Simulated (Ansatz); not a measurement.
# BS: the cost of one run

Computed with Ansatz 0.2.0, driven from Python. The levels of theory stand in the script.

## (1) The structure

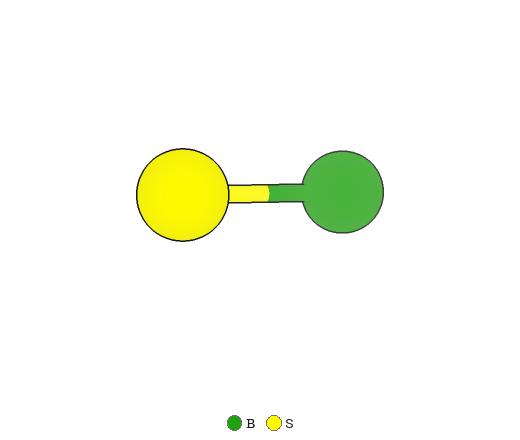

The starting structure, viewed from a chosen angle; boron green, sulfur yellow.

The script holds or builds the structure itself.

## (2) The code

File basis_bs.py:

```python
"""How the energy of BS(+) converges with the basis."""

import ansatz


def main() -> None:
    geometry_ang = [
        ("B", (0.0, 0.0, 0.0)),
        ("S", (0.0, 0.0, 1.9)),
    ]
    mol = ansatz.Crystal.molecule()
    for symbol, xyz in geometry_ang:
        mol = mol.atom(symbol, xyz)

    setup = (
        mol.calculation()
        .functional("hf")
        .charge(1)
        .spin("collinear", total=2)
    )

    energies = {}
    for basis in ["STO-3G", "6-31G", "6-31G*", "def2-SVP", "def2-SVPD", "def2-TZVP", "def2-TZVPP"]:
        summary = setup.basis(gaussian=basis).run(threads=1).report
        size = summary["n_frozen"] + summary["n_occupied"][0] + summary["n_virtual"][0]
        energies[basis] = (summary["reference_energy_ev"] / 27.211386246, summary["free_energy_ev"] / 27.211386246)
        print(f"{basis:14s} {size:4d} orbitals  reference {energies[basis][0]:14.6f} Ha  total {energies[basis][1]:14.6f} Ha")

    last = energies["def2-TZVPP"][1]
    for basis, (_, total) in energies.items():
        print(f"{basis:14s} lies {27.211386 * (total - last):9.4f} eV above def2-TZVPP")


if __name__ == "__main__":
    main()
```

## (3) The calls as engine input

The package turns the script's settings into the engine's input (first run):

```yaml
crystal:
  periodic: [false, false, false]
  atoms:
    - { symbol: B, position_ang: [0.0, 0.0, 0.0] }
    - { symbol: S, position_ang: [0.0, 0.0, 1.9] }
basis:
  gaussian:
    orbitals: STO-3G
hamiltonian:
  xc: hf
magnetization:
  spin_polarized: true
  initial_magnetization: 2.0
total_charge: 1.0
```

## (4) The run

The run is started by

```sh
python basis_bs.py
```

What time and memory should one allow on 1 thread of Arm Neoverse V1, shared host?

About 3.7 s, with a peak of 0.16 GiB.
